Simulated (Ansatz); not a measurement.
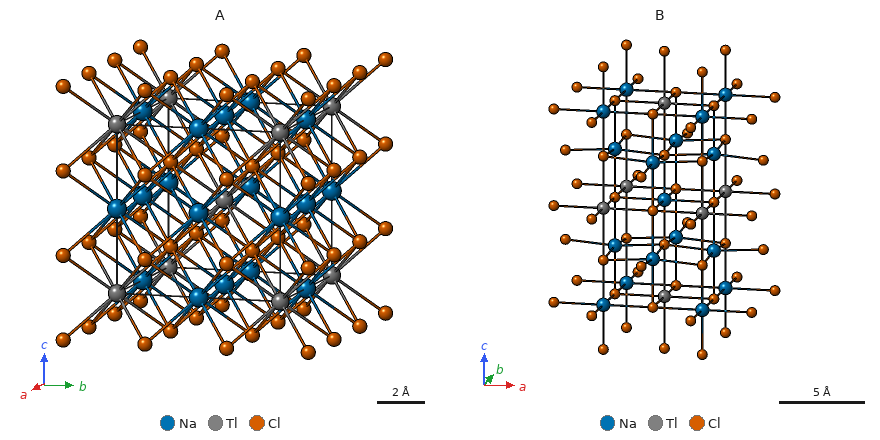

Two structures of Na$_{3}$TlCl$_{4}$, each relaxed to rest (conventional cells in solid outline, small ones repeated, not to one scale). Method: DFT PBE, scalar-relativistic, plane waves, PAW (Ansatz), without spin polarisation.

Which two forms are compared?

A: 16 atoms a cell on a body-centred cubic lattice, Im-3m. B: 16 atoms a cell on a body-centred tetragonal lattice, I4/mmm.

Which is the more stable form at this level of theory?

B is lower, by 120 meV/atom at this level of theory (energies at zero smearing). Volumes: A 24.4, B 26.9 Å³/atom.

One or both may be structure types tried for this composition rather than known phases.
